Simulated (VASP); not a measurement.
Band structure of BaAlGeH (space group P3m1). Computed with r2SCAN meta-GGA, VASP's PBE PAW potentials (set 64) (plane waves; VASP).

Unless said otherwise, spin-orbit coupling is left out, though it shifts the bands of the heavy elements here.

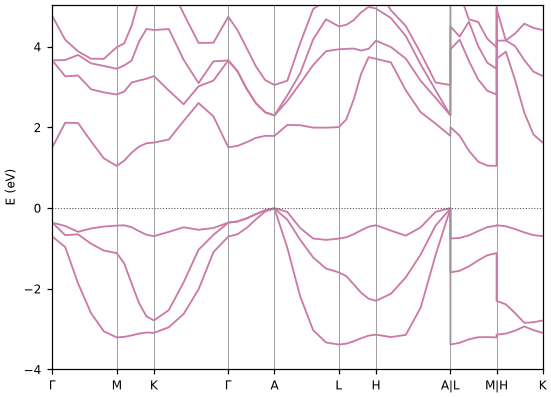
Figure: Bands along high-symmetry lines, zero at the valence-band maximum or, without a gap, the Fermi level

Question: Read the plot: is there a gap, and where are the band edges?

Answer: The gap is indirect, 1.05 eV, from the valence maximum at A to the conduction minimum at M.

The structure comes from a computed database's BaAlGeH entry (P3m1); how it stands against other phases isn't given here. It was relaxed first.
